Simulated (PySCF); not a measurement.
# C$_{2}$H$_{8}$BNSi$_{2}$: what the fields show

```xyz
14

B    -1.6427   -0.7750    0.8207
N    -0.8219   -0.1068   -0.1023
Si   -0.7684    1.6471   -0.2097
Si    0.2375   -0.9840   -1.2063
C     1.9930   -0.5916   -0.7581
C     3.1305   -0.3393   -0.4609
H    -2.3298   -0.1576    1.5426
H    -1.6415   -1.9470    0.8631
H     0.5987    2.0710    0.1036
H    -1.7312    2.2080    0.7311
H    -1.1186    2.0102   -1.5875
H     0.0026   -2.4183   -1.0605
H    -0.0355   -0.4999   -2.5658
H     4.1266   -0.1172   -0.2019
```

Geometry: GFN2-xTB.

All numbers below come from PySCF 2.14.0, B3LYP/def2-SVPD, SCF density, gas phase.

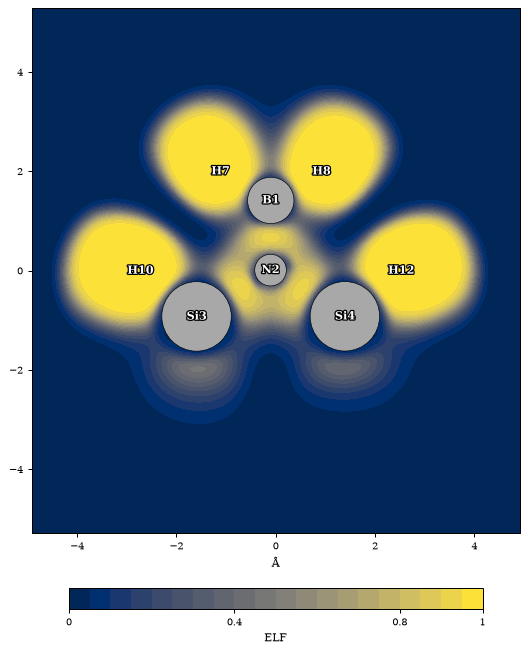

Figure 1. Electron localisation function on the plane of atoms N2, Si3 and H10. Grey discs cover the atomic cores.

Describe what can be read from this map.

Answer.
- The plane passes through B, N, Si and H nuclei.
- B–N (1.40 Å): the ELF peaks at about 0.90 between the atoms (a short, strongly polar bond).
- Si–N (1.76 Å): the ELF peaks at about 0.90 between the atoms (a polar covalent bond).
- B–H (1.17 Å): the ELF climbs to about 1 towards the hydrogen, as it does in any bond to H: a covalent bond by its length.
- Si–H (1.46 Å): the ELF climbs to about 1 towards the hydrogen.

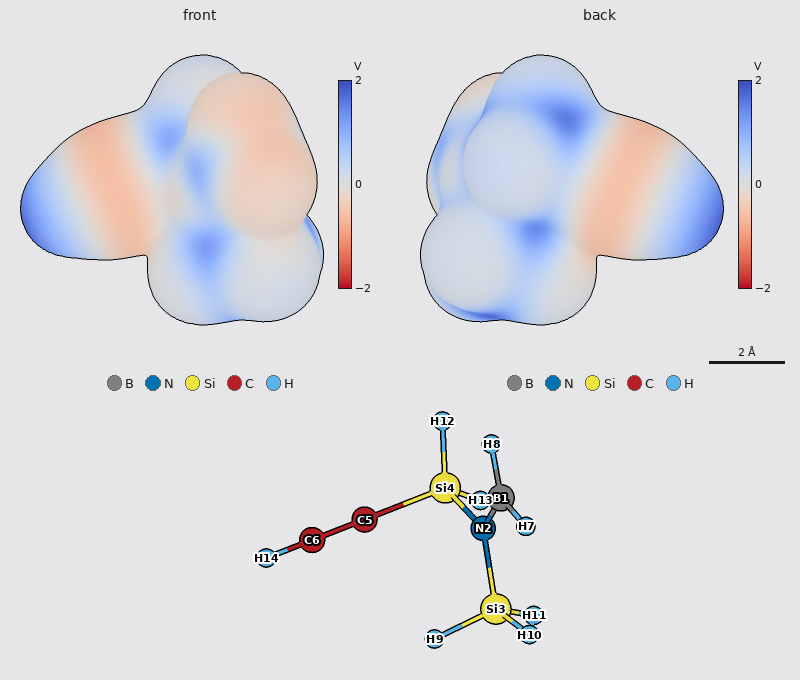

Figure 2. The molecular electrostatic potential painted on the density surface at 0.002 e/bohr³, seen from the front and from behind; the colour scale runs from red (negative) to blue (positive). The bare structure is drawn below in the same view.

Describe the electrostatic potential map.

Answer. The most negative region (about −0.6 V) lies over C5 and C6, the most positive (about +1.7 V) over Si3 and H14.

What dipole moment does the calculation give?

Answer. Its dipole moment is 1.29 D.
